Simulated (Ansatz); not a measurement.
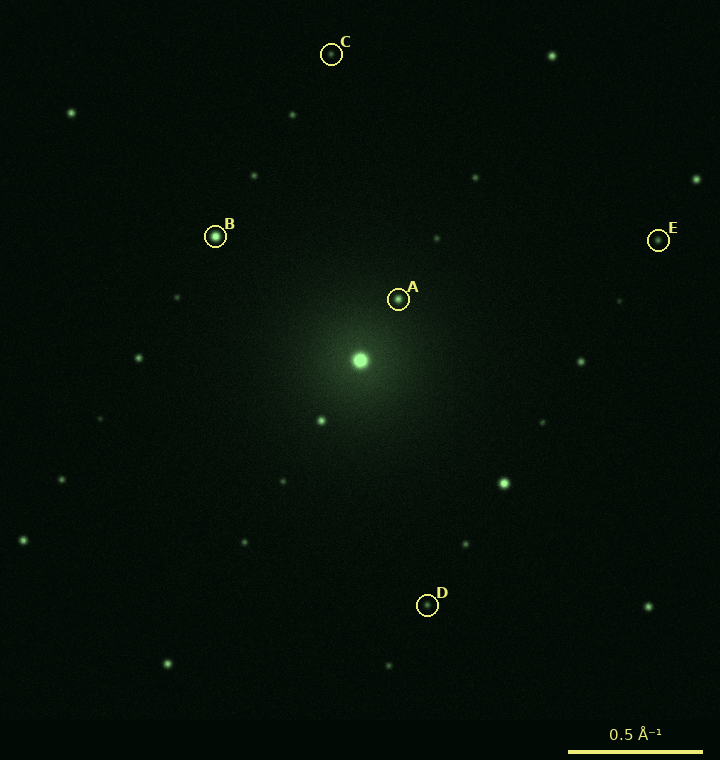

Computed electron diffraction pattern, 200 kV, single scattering only, B = 0.3 Å². The zone axis points towards the electron source and the pattern is seen from the source side.

KHg₄P₃, space group R-3m (No. 166), a = 4.371 Å, c = 36.815 Å (hexagonal axes). Structure: the end point of a relaxation with Ansatz, DFT, PAW plane waves, r2scan; the starting structure was generated, so it need not be a known form of this composition.

Spot A is indexed -1 1 -2 and spot B -2 -1 5.

What are the indices of the remaining marked spots?

Answer. C = 3A + B = -5 2 -1 (d = 0.868 Å). D = −2A − B = 4 -1 -1 (d = 1.049 Å). E = 4A − B = -2 5 -13 (d = 0.830 Å).

Give [uvw].

Answer. The cross product of A and B is parallel to [131]; every spot obeys hu + kv + lw = 0.

What are the spacings of A and B and the angle between them?

Answer. d(A) = 3.707 Å, d(B) = 1.404 Å, and the angle is 81.8°.
